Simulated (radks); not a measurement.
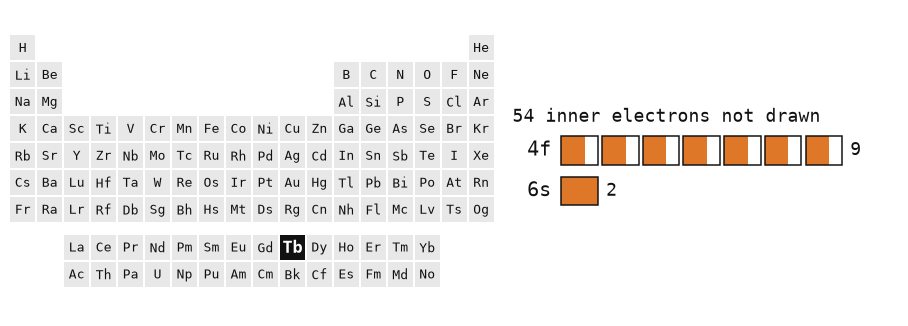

*Left, the place of terbium in the periodic table; right, the outer shells as the input fills them: a box for each of the 2l + 1 orbitals, shaded by the share of the shell that is filled, with the electron count at the right.*

**Tb: atomic calculation**

- system: atomic terbium (Tb) in the configuration [Xe] 4f9 6s2 (open shells shared over both j by 2j + 1).
- method: Dirac Kohn-Sham, PBE, spin-unpolarised, spherical densities, finite nucleus (the in-house radial solver radks)

## Input
```
Z 65
configuration [Xe] 4f9 6s2
relativity Dirac
functional pbe,pbe
spin unpolarised
j_filling average
nucleus finite rms 5.06 fm
c 137.035999084
```

Energies in input and log are in hartree, lengths in bohr (the nuclear radius in fm).

Hardware: 1 CPU thread, shared host.

## Log
```
1s1/2   1   2.0000       -1903.44943302
2s1/2   1   2.0000        -315.37566164
2p1/2   1   2.0000        -299.72229861
2p3/2   1   4.0000        -272.28621913
3s1/2   1   2.0000         -69.94766487
3p1/2   1   2.0000         -63.13652762
3p3/2   1   4.0000         -57.47257142
3d3/2   1   4.0000         -45.73263284
3d5/2   1   6.0000         -44.49691396
4s1/2   1   2.0000         -13.85295309
4p1/2   1   2.0000         -11.18351846
4p3/2   1   4.0000          -9.92277355
4d3/2   1   4.0000          -5.52620745
4d5/2   1   6.0000          -5.29848220
4f5/2   1   3.8571          -0.12749885
4f7/2   1   5.1429          -0.09868599
5s1/2   1   2.0000          -1.74169129
5p1/2   1   2.0000          -1.02598658
5p3/2   1   4.0000          -0.86548607
6s1/2   1   2.0000          -0.13617907
Etot -11717.942317478852
Ekin 12813.345085665402
Encl -28844.88861122857
Eh 4570.819713662477
Exc -257.2185055781606
err 5.019730163305996e-09
it 16
```

## Orbitals

```
orbital  occupation  energy (eV)  ⟨r⟩ (bohr)  outer maximum (bohr)
     1s           2     −51795.5     0.02151                0.0136
     2s           2      −8581.8     0.09096                0.0777
  2p1/2           2      −8155.9     0.07589                0.0586
  2p3/2           4      −7409.3     0.08284                0.0645
     3s           2      −1903.4      0.2389                 0.220
  3p1/2           2      −1718.0      0.2286                 0.207
  3p3/2           4      −1563.9      0.2418                 0.220
  3d3/2           4      −1244.4      0.2141                 0.174
  3d5/2           6      −1210.8      0.2182                 0.178
     4s           2     −376.958      0.5414                 0.505
  4p1/2           2     −304.319      0.5527                 0.509
  4p3/2           4     −270.012      0.5829                 0.535
  4d3/2           4     −150.376      0.6176                 0.542
  4d5/2           6     −144.179      0.6283                 0.551
     5s           2      −47.394       1.328                  1.18
  5p1/2           2      −27.919       1.502                  1.29
  5p3/2           4      −23.551       1.607                  1.38
     6s           2       −3.706       4.165                  3.52
  4f5/2       3.857       −3.469      0.8985                 0.553
  4f7/2       5.143       −2.685      0.9212                 0.558
```

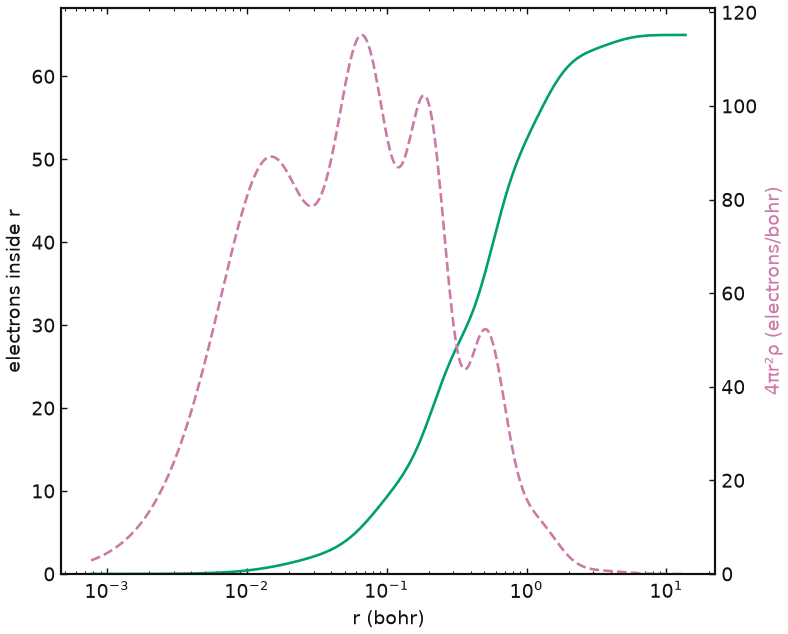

*The number of electrons inside radius r (solid) and the radial density 4πr²ρ (dashed).*

The count levels off at 65 electrons. Half of them lie within 0.430 bohr, 90 % within 1.52 bohr and 99 % within 4.68 bohr. The radial density has minima at 0.0289, 0.121 and 0.362 bohr, where the count stands at 2.0, 11.2 and 29.4; these part the shells that the density resolves.

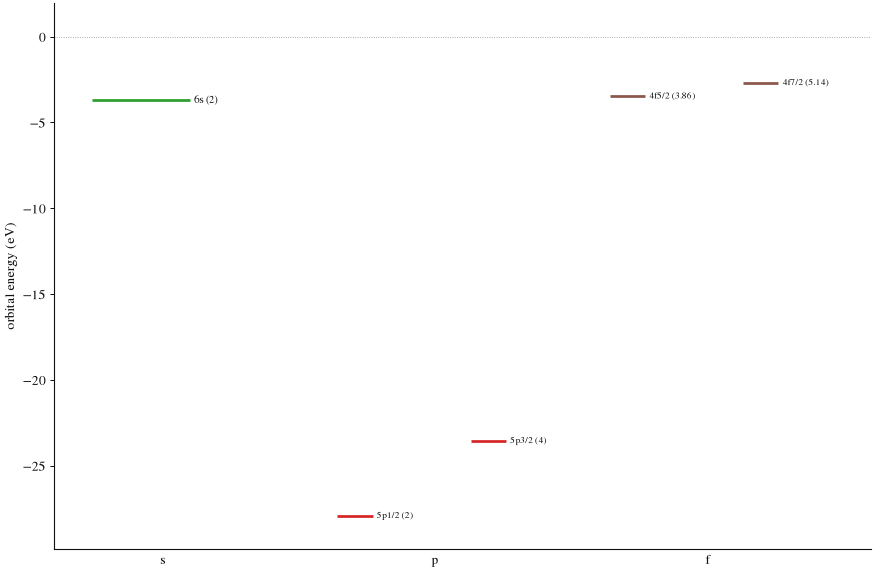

*The outer levels are drawn by angular momentum (occupations in brackets, the lower j at the left of each column).*

The highest occupied level is 4f7/2 at −2.69 eV. From the top down the occupied levels run 4f7/2 (−2.69 eV), 4f5/2 (−3.47 eV), 6s (−3.71 eV), 5p3/2 (−23.6 eV), 5p1/2 (−27.9 eV). Spin-orbit splittings: 4f 0.784 eV, 5p 4.37 eV.

## Summary

| quantity | value |
| --- | --- |
| outcome | converged |
| total energy | −11717.9423 hartree |
| kinetic energy | 12813.3451 hartree |
| electron–nucleus energy | −28844.8886 hartree |
| Hartree energy | 4570.8197 hartree |
| exchange–correlation energy | −257.218506 hartree |
| radius at density 0.001 e/bohr³ | 5.19 bohr |
| SCF iterations | 16 |
